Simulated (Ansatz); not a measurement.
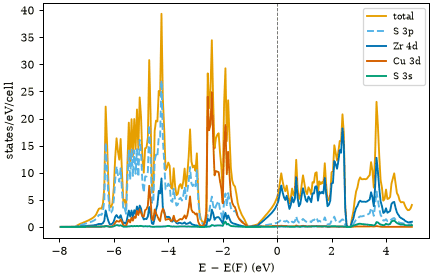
Figure: Total and projected density of states of Zr2CuS4 (spinel, Fd-3m), r²SCAN (plane waves, PAW; program Ansatz)

Question: Which orbitals carry the states next to the Fermi level?

Answer: Within 0.5 eV of the Fermi level: Zr 4d 75 %, S 3p 14 %. Projections are on Löwdin-orthogonalised atomic valence shells; empty p or d shells of many metals are not among them.

Question: Where is the tallest occupied peak in this window, and what makes it?

Answer: Near -4.2 eV, about 39 states/eV per cell; the largest projected share is S 3p.

The first step of the workflow began from a Materials Project structure, measured or hypothetical; the Crystallography Open Database files this formula in space group No. 227, but the cells were not matched. Whether it is the stable phase at ambient conditions was not checked. The cell was relaxed with r²SCAN under the symmetry of its start; its stability against distortions is not shown here. No spin polarisation was allowed. Scalar-relativistic: spin–orbit coupling is off unless named, which matters more the heavier the elements.

Potentials: the later of the program's two PAW sets.
